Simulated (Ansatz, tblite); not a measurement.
**The cluster Cu2F+: a ladder of methods and basis sets**

Aim: run the singlet of the cluster Cu2F+ at one geometry on many levels, and compare frontier levels, spin and run time.

The runs use Ansatz 0.2.0, Gaussian basis; as each input shows.

The runs, in order: GFN1-xTB, GFN2-xTB, PBE-D4/def2-TZVP, r2SCAN-D4/def2-TZVP, BHLYP-D4/def2-TZVP, B3LYP-D4/def2-TZVP, B2PLYP/def2-TZVP, ωB97M-V/def2-TZVP, revPBE-D4/def2-TZVP, PBE+5HF/def2-TZVP, PBE+10HF/def2-TZVP, PBE+15HF/def2-TZVP, PBE+35HF/def2-TZVP, PBE+50HF/def2-TZVP, PBE-D4/def2-SVP, PBE0-D4/def2-SVP, HF/STO-3G, HF/6-31G, B3LYP-D4/6-31G, CCSD(T)/def2-TZVPP, MP2/def2-TZVP, RPA/def2-TZVP.

1 further run of the same task is left out (set aside as unsound or not needed). Runs told in other sessions of the task aren't counted.

### 1 The structure

The singlet was relaxed beforehand with PBE-D4/def2-TZVP. At that level it is the lowest of the isomers that a small search found.

3 atoms, charge 1, spin multiplicity 1.

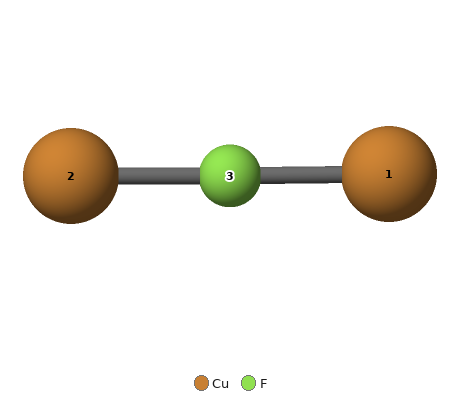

The geometry (copper orange, fluorine green); atoms are numbered from 1 in the order of the file.

No spin-orbit coupling is included. The ion is computed in the gas phase, without counter-ions or solvent.

PBE0-D4/def2-TZVP was run before; its log isn't repeated, and its numbers join the tables.

### 2 GFN1-xTB

Tight binding, by tblite at 300 K electronic temperature and without a spin-polarisation term:

```python
tblite.interface.Calculator('GFN1-xTB', numbers, positions, charge=1, uhf=0).singlepoint()
```

Energy -371.3033 eV, HOMO -16.12 eV, LUMO -13.57 eV; 0.003 s.

### 3 GFN2-xTB

Tight binding, by tblite at 300 K electronic temperature and without a spin-polarisation term:

```python
tblite.interface.Calculator('GFN2-xTB', numbers, positions, charge=1, uhf=0).singlepoint()
```

Energy -329.5030 eV, HOMO -15.39 eV, LUMO -10.20 eV; 0.003 s.

### 4 PBE-D4/def2-TZVP

start.molden holds the orbitals of an earlier run on this state, given as this run's starting guess.

The input, in.yaml:

```yaml
crystal:
  periodic: [false, false, false]
  atoms:
    - {symbol: Cu, position_ang: [0.538358, 1.483446, -0.999335]}
    - {symbol: Cu, position_ang: [-0.544867, -1.482075, 0.997754]}
    - {symbol: F, position_ang: [0.006498, -0.001372, 0.001571]}
basis:
  gaussian: {orbitals: def2-TZVP, initial_orbitals: start.molden}
total_charge: 1
hamiltonian: {xc: pbe, dispersion: d4}
scf: {omitted_lower_state_checks: [starts]}
output: {orbitals: {seedname: orbitals}}
```

On the command line:

```console
ansatz run in.yaml --threads 4 --pin off --events-out ev --progress --plain --max-ram 3916MiB
```

Log:

```text
Functional definition: PBE
  name "PBE"
  cite "Perdew, Burke & Ernzerhof, Phys. Rev. Lett. 77, 3865 (1996) doi:10.1103/PhysRevLett.77.3865"
  parent pbe
  parameter kappa = 0.804
  parameter beta = 0.06672455060314922
  exchange = pbe_x(kappa = kappa, mu = beta*pi^2/3)
  correlation = pbe_c(beta = beta)
these checks for a lower state are left out or cut short: starts
1062 factors; their error is unknown
mean field evaluation 1: about -91977.2987 eV, gradient 1.1e1 eV
mean field evaluation 2: about -91977.4995 eV, gradient 5.3e-1 eV
mean field evaluation 4: about -91977.4410 eV, gradient 7.8e-2 eV
mean field -91977.44104047 eV, -3380.1086136884 hartree, gradient 2.4e-5 eV, S^2 0.000000; 0 other end points of the search recorded, 0 dependent functions left out
reference -91977.44108730 eV, -3380.1086154097 hartree; 33, 33 occupied and 88, 88 virtual orbitals, 1062 factors
Total energy: -91977.49015289 eV, -3380.1104185368 hartree
Checks for a lower state left out: starts
```

It took 1.3 s on 4 threads of Arm Neoverse N1, shared host.

From the report: HOMO -10.70 eV, LUMO -8.91 eV.

### 5 r2SCAN-D4/def2-TZVP

in.yaml, as its differences from that of step 4:

```diff
@@ -9,3 +9,3 @@
 total_charge: 1
-hamiltonian: {xc: pbe, dispersion: d4}
+hamiltonian: {xc: r2scan, dispersion: d4}
 scf: {omitted_lower_state_checks: [starts]}
```

Launched as before.

Log:

```text
Functional definition: r2SCAN
  name "r2SCAN"
  cite "Furness, Kaplan, Ning, Perdew & Sun, J. Phys. Chem. Lett. 11, 8208 (2020) doi:10.1021/acs.jpclett.0c02405"
  cite "Furness, Kaplan, Ning, Perdew & Sun, J. Phys. Chem. Lett. 11, 9248 (2020) doi:10.1021/acs.jpclett.0c03077"
  parent r2scan
  parameter k0 = 0.174
  parameter k1 = 0.065
  parameter a1 = 4.9479
  exchange = r2scan_x(k0 = k0, k1 = k1, a1 = a1)
  correlation = r2scan_c
these checks for a lower state are left out or cut short: starts
1062 factors; their error is unknown
mean field evaluation 1: about -91991.3568 eV, gradient 6.7e0 eV
mean field evaluation 2: about -91991.4075 eV, gradient 2.4e-1 eV
mean field evaluation 4: about -91991.3518 eV, gradient 1.0e-1 eV
mean field -91991.35183099 eV, -3380.6198258111 hartree, gradient 4.3e-5 eV, S^2 0.000000; 0 other end points of the search recorded, 0 dependent functions left out
reference -91991.35184665 eV, -3380.6198263867 hartree; 33, 33 occupied and 88, 88 virtual orbitals, 1062 factors
Total energy: -91991.36196514 eV, -3380.6201982343 hartree
Checks for a lower state left out: starts
```

Run time: 3.2 s. Hardware: 4 threads of Arm Neoverse N1, shared host.

HOMO -10.63 eV, LUMO -8.41 eV.

### 6 BHLYP-D4/def2-TZVP

in.yaml, as its differences from that of step 5:

```diff
@@ -9,3 +9,3 @@
 total_charge: 1
-hamiltonian: {xc: r2scan, dispersion: d4}
+hamiltonian: {xc: {name: BHLYP}, dispersion: d4}
 scf: {omitted_lower_state_checks: [starts]}
```

Same command.

Log:

```text
Functional definition: BHLYP
  name "BHLYP"
  cite "Becke, J. Chem. Phys. 98, 1372 (1993) doi:10.1063/1.464304"
  cite "Becke, Phys. Rev. A 38, 3098 (1988) doi:10.1103/PhysRevA.38.3098"
  cite "Lee, Yang & Parr, Phys. Rev. B 37, 785 (1988) doi:10.1103/PhysRevB.37.785"
  parameter a = 0.5
  exchange = (1 - a)*b88_x + a*exact_x
  correlation = lyp_c
these checks for a lower state are left out or cut short: starts
1151 factors; integrals over basis functions are off by at most 8.0e-4 eV
mean field evaluation 1: about -91989.5969 eV, gradient 9.9e0 eV
mean field evaluation 2: about -91989.7014 eV, gradient 2.7e-1 eV
mean field evaluation 4: about -91989.8659 eV, gradient 1.6e-2 eV
mean field evaluation 8: about -91989.8659 eV, gradient 2.1e-5 eV
mean field -91989.86592315 eV, -3380.5652197053 hartree, gradient 2.1e-5 eV, S^2 0.000000; 0 other end points of the search recorded, 0 dependent functions left out
reference -91989.86608588 eV, -3380.5652256854 hartree; 33, 33 occupied and 88, 88 virtual orbitals, 1151 factors
Total energy: -91989.94103790 eV, -3380.5679801212 hartree
Checks for a lower state left out: starts
```

Run time: 2.6 s. Hardware: 4 threads of Arm Neoverse N1, shared host.

Report: HOMO -14.26 eV, LUMO -6.58 eV.

### 7 B3LYP-D4/def2-TZVP

in.yaml, as its differences from that of step 6:

```diff
@@ -9,3 +9,3 @@
 total_charge: 1
-hamiltonian: {xc: {name: BHLYP}, dispersion: d4}
+hamiltonian: {xc: {name: B3LYP}, dispersion: d4}
 scf: {omitted_lower_state_checks: [starts]}
```

Same command.

Log, shortened:

```text
Functional definition: B3LYP
  name "B3LYP"
  cite "Stephens, Devlin, Chabalowski & Frisch, J. Phys. Chem. 98, 11623 (1994) doi:10.1021/j100096a001"
  cite "Becke, Phys. Rev. A 38, 3098 (1988) doi:10.1103/PhysRevA.38.3098"
  cite "Lee, Yang & Parr, Phys. Rev. B 37, 785 (1988) doi:10.1103/PhysRevB.37.785"
  cite "Vosko, Wilk & Nusair, Can. J. Phys. 58, 1200 (1980) doi:10.1139/p80-159"
[...]
1240 factors; their error is unknown
[...]
mean field -91996.23121753 eV, -3380.7991399590 hartree, gradient 5.8e-5 eV, S^2 0.000000; 0 other end points of the search recorded, 0 dependent functions left out
reference -91996.23146051 eV, -3380.7991488883 hartree; 33, 33 occupied and 88, 88 virtual orbitals, 1240 factors
Total energy: -91996.31360972 eV, -3380.8021678162 hartree
Checks for a lower state left out: starts
```

Run time: 2.1 s. Hardware: 4 threads of Arm Neoverse N1, shared host.

From the report: HOMO -12.22 eV, LUMO -8.13 eV.

### 8 B2PLYP/def2-TZVP

in.yaml, as its differences from that of step 7:

```diff
@@ -9,4 +9,4 @@
 total_charge: 1
-hamiltonian: {xc: {name: B3LYP}, dispersion: d4}
+hamiltonian: {xc: {name: B2PLYP}}
+correlation: {frozen_orbitals: {Cu: 9, F: 1}}
 scf: {omitted_lower_state_checks: [starts]}
-output: {orbitals: {seedname: orbitals}}
```

The command is unchanged.

Log, shortened:

```text
Functional definition: B2PLYP
  name "B2PLYP"
  cite "Grimme, J. Chem. Phys. 124, 034108 (2006) doi:10.1063/1.2148954"
  cite "Becke, Phys. Rev. A 38, 3098 (1988) doi:10.1103/PhysRevA.38.3098"
  cite "Lee, Yang & Parr, Phys. Rev. B 37, 785 (1988) doi:10.1103/PhysRevB.37.785"
[...]
1151 factors; integrals over basis functions are off by at most 8.0e-4 eV
[...]
mean field -91966.69017065 eV, -3379.7135265098 hartree, gradient 1.7e-6 eV, S^2 0.000000; 0 other end points of the search recorded, 0 dependent functions left out
19 core orbitals not correlated: weight in the atoms' cores, before any rotation towards them, 1.000 or more for the frozen orbitals, at most 0.000 for the correlated occupied ones
reference -91966.69032229 eV, -3379.7135320826 hartree; 14, 14 occupied and 88, 88 virtual orbitals, 1151 factors
second order -34.71762588 eV of doubles, -0.00000000 eV of singles
Total energy: -91976.06408128 eV, -3380.0580113716 hartree
Checks for a lower state left out: starts
```

It took 3.5 s on 4 threads of Arm Neoverse N1, shared host.

### 9 ωB97M-V/def2-TZVP

in.yaml, as its differences from that of step 8:

```diff
@@ -9,4 +9,4 @@
 total_charge: 1
-hamiltonian: {xc: {name: B2PLYP}}
-correlation: {frozen_orbitals: {Cu: 9, F: 1}}
+hamiltonian: {xc: {name: wB97M-V}}
 scf: {omitted_lower_state_checks: [starts]}
+output: {orbitals: {seedname: orbitals}}
```

The command is unchanged.

Log, shortened:

```text
Functional definition: wB97M-V
  name "wB97M-V"
  cite "Mardirossian & Head-Gordon, J. Chem. Phys. 144, 214110 (2016) doi:10.1063/1.4952647"
  cite "Becke, J. Chem. Phys. 107, 8554 (1997) doi:10.1063/1.475007"
  cite "Vydrov & Van Voorhis, J. Chem. Phys. 133, 244103 (2010) doi:10.1063/1.3521275"
  # Of w^i u^j: cxij and so on, Table III.
[...]
  gx(w, u) = 1 - cx + cx01*u + cx10*w
  gss(w, u) = css00 + css04*u^4 + css10*w + css20*w^2 + css43*w^4*u^3
  gos(w, u) = cos00 + cos10*w + (cos20 + cos21*u)*w^2 + (cos60 + cos61*u)*w^6
[...]
      + integral(e_c_pw_mod_opposite_spin*gos(b97_w_opposite, b97_u_opposite)) + vv10(b, c)
[...]
1218 factors; their error is unknown
185 factors; integrals over basis functions are off by at most 6.4e-5 eV
[...]
mean field -91988.34811684 eV, -3380.5094413522 hartree, gradient 2.0e-5 eV, S^2 0.000000; 0 other end points of the search recorded, 0 dependent functions left out
reference -91988.34817170 eV, -3380.5094433682 hartree; 33, 33 occupied and 88, 88 virtual orbitals, 1218 factors
Total energy: -91988.34817170 eV, -3380.5094433682 hartree
Checks for a lower state left out: starts
```

It took 6.5 s on 4 threads of Arm Neoverse N1, shared host.

HOMO -14.98 eV, LUMO -5.66 eV.

### 10 revPBE-D4/def2-TZVP

in.yaml, as its differences from that of step 9:

```diff
@@ -9,3 +9,3 @@
 total_charge: 1
-hamiltonian: {xc: {name: wB97M-V}}
+hamiltonian: {xc: {name: revPBE}, dispersion: d4}
 scf: {omitted_lower_state_checks: [starts]}
```

Launched as before.

Log:

```text
Functional definition: revPBE
  name "revPBE"
  cite "Zhang & Yang, Phys. Rev. Lett. 80, 890 (1998) doi:10.1103/PhysRevLett.80.890"
  cite "Perdew, Burke & Ernzerhof, Phys. Rev. Lett. 77, 3865 (1996) doi:10.1103/PhysRevLett.77.3865"
  parameter kappa = 1.245
  parameter beta = 0.06672455060314922
  exchange = pbe_x(kappa = kappa, mu = beta*pi^2/3)
  correlation = pbe_c(beta = beta)
these checks for a lower state are left out or cut short: starts
1062 factors; their error is unknown
mean field evaluation 1: about -91986.9139 eV, gradient 1.1e1 eV
mean field evaluation 2: about -91987.0819 eV, gradient 5.4e-1 eV
mean field evaluation 4: about -91987.0236 eV, gradient 7.8e-2 eV
mean field -91987.02362341 eV, -3380.4607671164 hartree, gradient 2.3e-5 eV, S^2 0.000000; 0 other end points of the search recorded, 0 dependent functions left out
reference -91987.02368105 eV, -3380.4607692346 hartree; 33, 33 occupied and 88, 88 virtual orbitals, 1062 factors
Total energy: -91987.14850828 eV, -3380.4653565506 hartree
Checks for a lower state left out: starts
```

Run time: 1.4 s. Hardware: 4 threads of Arm Neoverse N1, shared host.

Report: HOMO -10.56 eV, LUMO -8.76 eV.

### 11 PBE+5HF/def2-TZVP

in.yaml, as its differences from that of step 10:

```diff
@@ -9,3 +9,3 @@
 total_charge: 1
-hamiltonian: {xc: {name: revPBE}, dispersion: d4}
+hamiltonian: {xc: {text: "exchange = 0.95*pbe_x + 0.05*exact_x\ncorrelation = pbe_c"}}
 scf: {omitted_lower_state_checks: [starts]}
```

The command is unchanged.

Log:

```text
Functional definition: unnamed
  exchange = 0.95*pbe_x + 0.05*exact_x
  correlation = pbe_c
these checks for a lower state are left out or cut short: starts
1062 factors; their error is unknown
mean field evaluation 1: about -91977.3609 eV, gradient 9.1e0 eV
mean field evaluation 2: about -91977.4876 eV, gradient 3.1e-1 eV
mean field evaluation 4: about -91977.4578 eV, gradient 7.5e-2 eV
mean field -91977.45781210 eV, -3380.1092300346 hartree, gradient 2.7e-5 eV, S^2 0.000000; 0 other end points of the search recorded, 0 dependent functions left out
reference -91977.45785690 eV, -3380.1092316810 hartree; 33, 33 occupied and 88, 88 virtual orbitals, 1062 factors
Total energy: -91977.45785690 eV, -3380.1092316810 hartree
Checks for a lower state left out: starts
```

Run time: 1.9 s. Hardware: 4 threads of Arm Neoverse N1, shared host.

From the report: HOMO -11.01 eV, LUMO -8.63 eV.

### 12 PBE+10HF/def2-TZVP

in.yaml, as its differences from that of step 11:

```diff
@@ -9,3 +9,3 @@
 total_charge: 1
-hamiltonian: {xc: {text: "exchange = 0.95*pbe_x + 0.05*exact_x\ncorrelation = pbe_c"}}
+hamiltonian: {xc: {text: "exchange = 0.90*pbe_x + 0.10*exact_x\ncorrelation = pbe_c"}}
 scf: {omitted_lower_state_checks: [starts]}
```

Launched as before.

Log:

```text
Functional definition: unnamed
  exchange = 0.90*pbe_x + 0.10*exact_x
  correlation = pbe_c
these checks for a lower state are left out or cut short: starts
1102 factors; their error is unknown
mean field evaluation 1: about -91977.4230 eV, gradient 6.9e0 eV
mean field evaluation 2: about -91977.4935 eV, gradient 1.7e-1 eV
mean field evaluation 4: about -91977.4925 eV, gradient 2.3e-4 eV
mean field evaluation 8: about -91977.4925 eV, gradient 8.2e-6 eV
mean field -91977.49248976 eV, -3380.1105044150 hartree, gradient 8.2e-6 eV, S^2 0.000000; 0 other end points of the search recorded, 0 dependent functions left out
reference -91977.49253259 eV, -3380.1105059891 hartree; 33, 33 occupied and 88, 88 virtual orbitals, 1102 factors
Total energy: -91977.49253259 eV, -3380.1105059891 hartree
Checks for a lower state left out: starts
```

It took 2 s on 4 threads of Arm Neoverse N1, shared host.

Report: HOMO -11.33 eV, LUMO -8.36 eV.

### 13 PBE+15HF/def2-TZVP

in.yaml, as its differences from that of step 12:

```diff
@@ -9,3 +9,3 @@
 total_charge: 1
-hamiltonian: {xc: {text: "exchange = 0.90*pbe_x + 0.10*exact_x\ncorrelation = pbe_c"}}
+hamiltonian: {xc: {text: "exchange = 0.85*pbe_x + 0.15*exact_x\ncorrelation = pbe_c"}}
 scf: {omitted_lower_state_checks: [starts]}
```

The command is unchanged.

Log:

```text
Functional definition: unnamed
  exchange = 0.85*pbe_x + 0.15*exact_x
  correlation = pbe_c
these checks for a lower state are left out or cut short: starts
1218 factors; their error is unknown
mean field evaluation 1: about -91977.4852 eV, gradient 4.6e0 eV
mean field evaluation 2: about -91977.5162 eV, gradient 7.2e-2 eV
mean field evaluation 4: about -91977.5451 eV, gradient 4.7e-5 eV
mean field -91977.54509395 eV, -3380.1124375832 hartree, gradient 5.0e-5 eV, S^2 0.000000; 0 other end points of the search recorded, 0 dependent functions left out
reference -91977.54513476 eV, -3380.1124390831 hartree; 33, 33 occupied and 88, 88 virtual orbitals, 1218 factors
Total energy: -91977.54513476 eV, -3380.1124390831 hartree
Checks for a lower state left out: starts
```

Wall time 1.9 s (4 threads of Arm Neoverse N1, shared host).

HOMO -11.67 eV, LUMO -8.08 eV.

### 14 PBE+35HF/def2-TZVP

in.yaml, as its differences from that of step 13:

```diff
@@ -9,3 +9,3 @@
 total_charge: 1
-hamiltonian: {xc: {text: "exchange = 0.85*pbe_x + 0.15*exact_x\ncorrelation = pbe_c"}}
+hamiltonian: {xc: {text: "exchange = 0.65*pbe_x + 0.35*exact_x\ncorrelation = pbe_c"}}
 scf: {omitted_lower_state_checks: [starts]}
```

Launched as before.

Log:

```text
Functional definition: unnamed
  exchange = 0.65*pbe_x + 0.35*exact_x
  correlation = pbe_c
these checks for a lower state are left out or cut short: starts
1151 factors; integrals over basis functions are off by at most 8.0e-4 eV
mean field evaluation 1: about -91977.7638 eV, gradient 4.7e0 eV
mean field evaluation 2: about -91977.7954 eV, gradient 8.1e-2 eV
mean field evaluation 4: about -91977.9113 eV, gradient 4.6e-3 eV
mean field evaluation 8: about -91977.9113 eV, gradient 3.3e-5 eV
mean field -91977.91126965 eV, -3380.1258942920 hartree, gradient 3.3e-5 eV, S^2 0.000000; 0 other end points of the search recorded, 0 dependent functions left out
reference -91977.91130117 eV, -3380.1258954506 hartree; 33, 33 occupied and 88, 88 virtual orbitals, 1151 factors
Total energy: -91977.91130117 eV, -3380.1258954506 hartree
Checks for a lower state left out: starts
```

Wall time 2.3 s (4 threads of Arm Neoverse N1, shared host).

Report: HOMO -13.08 eV, LUMO -7.04 eV.

### 15 PBE+50HF/def2-TZVP

in.yaml, as its differences from that of step 14:

```diff
@@ -9,3 +9,3 @@
 total_charge: 1
-hamiltonian: {xc: {text: "exchange = 0.65*pbe_x + 0.35*exact_x\ncorrelation = pbe_c"}}
+hamiltonian: {xc: {text: "exchange = 0.50*pbe_x + 0.50*exact_x\ncorrelation = pbe_c"}}
 scf: {omitted_lower_state_checks: [starts]}
```

The command is unchanged.

Log:

```text
Functional definition: unnamed
  exchange = 0.50*pbe_x + 0.50*exact_x
  correlation = pbe_c
these checks for a lower state are left out or cut short: starts
1151 factors; integrals over basis functions are off by at most 8.0e-4 eV
mean field evaluation 1: about -91977.9867 eV, gradient 1.2e1 eV
mean field evaluation 2: about -91978.1710 eV, gradient 4.3e-1 eV
mean field evaluation 4: about -91978.3372 eV, gradient 2.4e-2 eV
mean field evaluation 8: about -91978.3372 eV, gradient 2.1e-5 eV
mean field -91978.33721163 eV, -3380.1415473711 hartree, gradient 2.1e-5 eV, S^2 0.000000; 0 other end points of the search recorded, 0 dependent functions left out
reference -91978.33723595 eV, -3380.1415482651 hartree; 33, 33 occupied and 88, 88 virtual orbitals, 1151 factors
Total energy: -91978.33723595 eV, -3380.1415482651 hartree
Checks for a lower state left out: starts
```

Wall time 2.5 s (4 threads of Arm Neoverse N1, shared host).

From the report: HOMO -14.22 eV, LUMO -6.30 eV.

### 16 PBE-D4/def2-SVP

in.yaml, as its differences from that of step 15:

```diff
@@ -7,5 +7,5 @@
 basis:
-  gaussian: {orbitals: def2-TZVP, initial_orbitals: start.molden}
+  gaussian: {orbitals: def2-SVP, initial_orbitals: start.molden}
 total_charge: 1
-hamiltonian: {xc: {text: "exchange = 0.50*pbe_x + 0.50*exact_x\ncorrelation = pbe_c"}}
+hamiltonian: {xc: pbe, dispersion: d4}
 scf: {omitted_lower_state_checks: [starts]}
```

Launched as before.

Log:

```text
Functional definition: PBE
  name "PBE"
  cite "Perdew, Burke & Ernzerhof, Phys. Rev. Lett. 77, 3865 (1996) doi:10.1103/PhysRevLett.77.3865"
  parent pbe
  parameter kappa = 0.804
  parameter beta = 0.06672455060314922
  exchange = pbe_x(kappa = kappa, mu = beta*pi^2/3)
  correlation = pbe_c(beta = beta)
these checks for a lower state are left out or cut short: starts
916 factors; their error is unknown
mean field evaluation 1: about -91960.3511 eV, gradient 9.0e0 eV
mean field evaluation 2: about -91960.5985 eV, gradient 7.3e-1 eV
mean field evaluation 4: about -91960.5561 eV, gradient 2.0e-1 eV
mean field evaluation 8: about -91960.5562 eV, gradient 2.2e-6 eV
mean field -91960.55618579 eV, -3379.4881067242 hartree, gradient 2.2e-6 eV, S^2 0.000000; 0 other end points of the search recorded, 0 dependent functions left out
reference -91960.55627615 eV, -3379.4881100445 hartree; 33, 33 occupied and 43, 43 virtual orbitals, 916 factors
Total energy: -91960.60534173 eV, -3379.4899131716 hartree
Checks for a lower state left out: starts
```

Run time: 1.1 s. Hardware: 4 threads of Arm Neoverse N1, shared host.

Report: HOMO -9.88 eV, LUMO -8.33 eV.

### 17 PBE0-D4/def2-SVP

in.yaml, as its differences from that of step 16:

```diff
@@ -9,3 +9,3 @@
 total_charge: 1
-hamiltonian: {xc: pbe, dispersion: d4}
+hamiltonian: {xc: pbe0, dispersion: d4}
 scf: {omitted_lower_state_checks: [starts]}
```

Same command.

Log, shortened:

```text
Functional definition: PBE0
  name "PBE0"
  cite "Adamo & Barone, J. Chem. Phys. 110, 6158 (1999) doi:10.1063/1.478522"
  cite "Perdew, Burke & Ernzerhof, Phys. Rev. Lett. 77, 3865 (1996) doi:10.1103/PhysRevLett.77.3865"
  parent pbe
[...]
831 factors; integrals over basis functions are off by at most 1.2e-3 eV
[...]
mean field -91961.33359754 eV, -3379.5166760789 hartree, gradient 1.3e-5 eV, S^2 0.000000; 0 other end points of the search recorded, 0 dependent functions left out
reference -91961.33366051 eV, -3379.5166783929 hartree; 33, 33 occupied and 43, 43 virtual orbitals, 831 factors
Total energy: -91961.37568393 eV, -3379.5182227252 hartree
Checks for a lower state left out: starts
```

Run time: 1.2 s. Hardware: 4 threads of Arm Neoverse N1, shared host.

HOMO -11.61 eV, LUMO -7.06 eV.

[end of part 1 of 2]
